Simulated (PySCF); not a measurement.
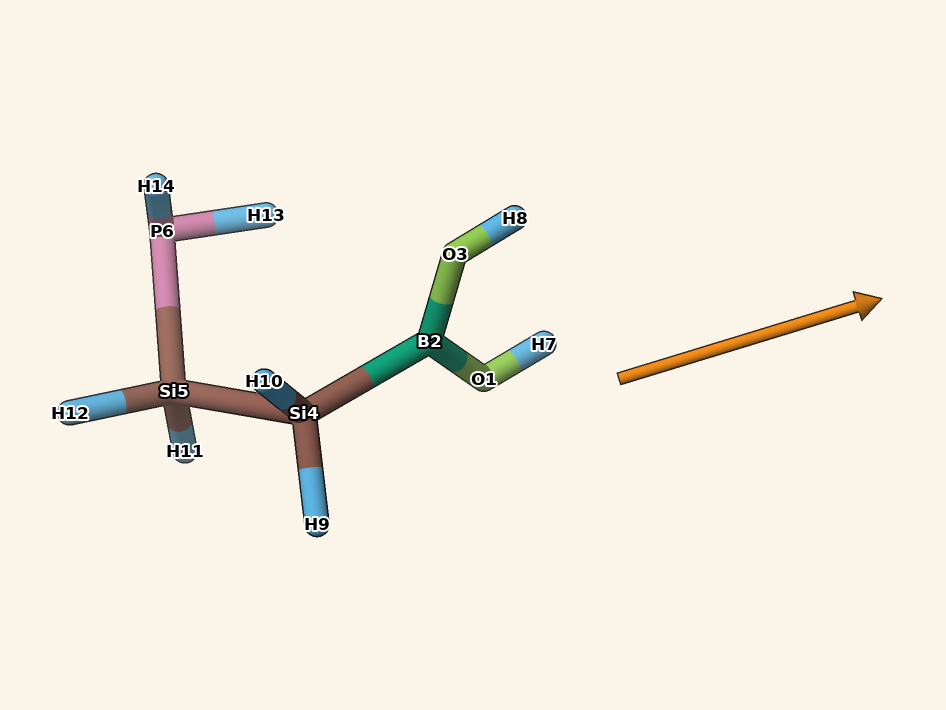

The arrow beside the molecule shows the direction of the dipole moment, from the negative to the positive end (its length means nothing). The geometry was computed by an optimisation with GFN2-xTB. No frequency run is at hand to confirm it as a minimum. Level of theory: ωB97X-D/def2-SVPD, gas phase (PySCF 2.14.0).

Q: How large is the dipole moment?

A: 3.87 D; it points from the side of H12 to the side of H7, H8 (the outermost atoms at the two ends).

The geometry is semi-empirical. Around B, P, Si such bond lengths and angles can be off by a tenth of an ångström or more and by several degrees, and values that hang on the shape move with them.
